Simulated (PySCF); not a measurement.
# I$_{2}$Pb (charge +2): what the fields show

The calculation's input:

```
mol = gto.M(atom='''
Pb     0.00000    -0.00000     0.00000
I      0.00000    -0.00000     2.67085
I     -0.00000     0.00000    -2.67085''',
    basis={'Pb': 'def2-SVP', 'I': 'def2-SVP'},
    ecp={'Pb': 'def2-SVP', 'I': 'def2-SVP'},
    charge=2, spin=0)
mf = dft.RKS(mol, xc='TPSS')
mf.grids.atom_grid = (75, 302)  # f atoms: at least (60, 302), unpruned
mf = mf.density_fit()  # Pb def2-universal-JKFIT, I def2-universal-JKFIT
mf.conv_tol = 1e-09; mf.max_cycle = 55
mf.kernel(dm0)
```

Run with:

```sh
OMP_NUM_THREADS=2 python run.py
```

Core potentials replace the inner electrons of Pb and I.

Method: PySCF, RKS TPSS, Pb def2-SVP with ECP60, I def2-SVP with ECP28; non-relativistic Hamiltonian with scalar-relativistic core potentials where named; density fitting.

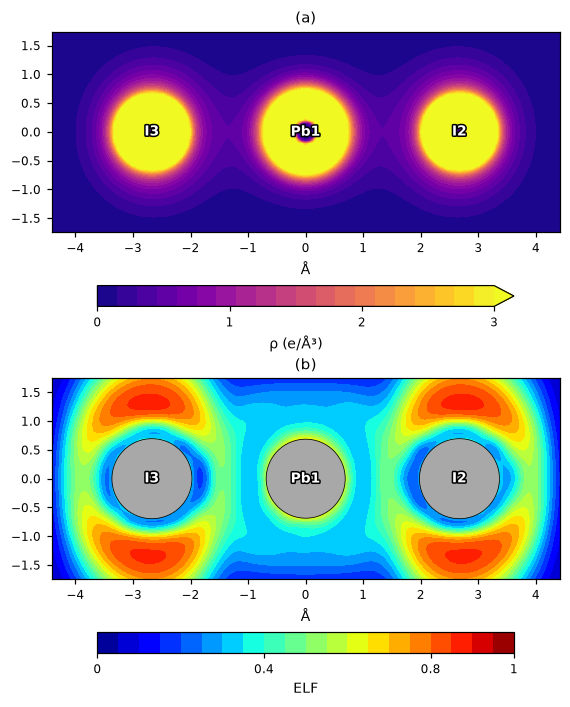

Figure 1. (a) electron density; (b) ELF on a plane that holds the molecular axis. Grey discs cover the atomic cores in the ELF map.

**Describe what can be read from this map.**

- Atoms in the plane: Pb and I.
- Pb–I (2.67 Å): ρ is about 0.45 e/Å³ halfway; the ELF is about 0.45 at the midpoint.
- The ELF also peaks beside I3 and I2, away from the bonds: lone-pair regions.

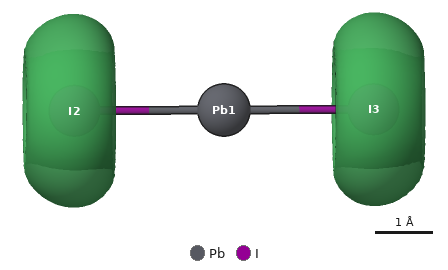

Figure 2. Isosurface of the ELF at 0.75 (green), seen from one side. Only the valence region is drawn (cores and ρ < 0.01 e/Å³ removed).

**What do the ELF domains correspond to?**

The surface consists of two regions wrapped around I (the valence shell of each).

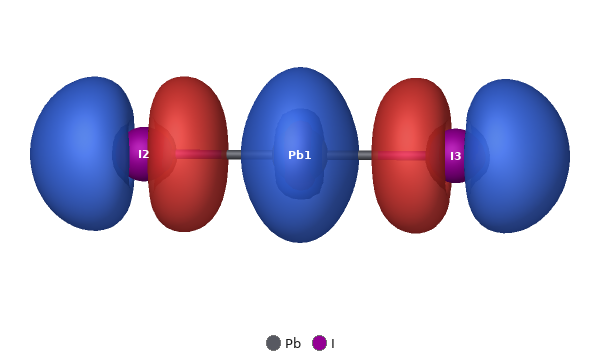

Figure 3. One frontier orbital at ±0.08 Å⁻³ᐟ² (blue and red are the two phases), seen from one side.

**Which orbital is it: HOMO or LUMO?**

The LUMO, at −16.20 eV. Its weight (Hirshfeld) is mainly on I2 (about 40 %), I3 (about 40 %) and Pb1 (about 20 %); it is of σ type; it is gerade (even under inversion).
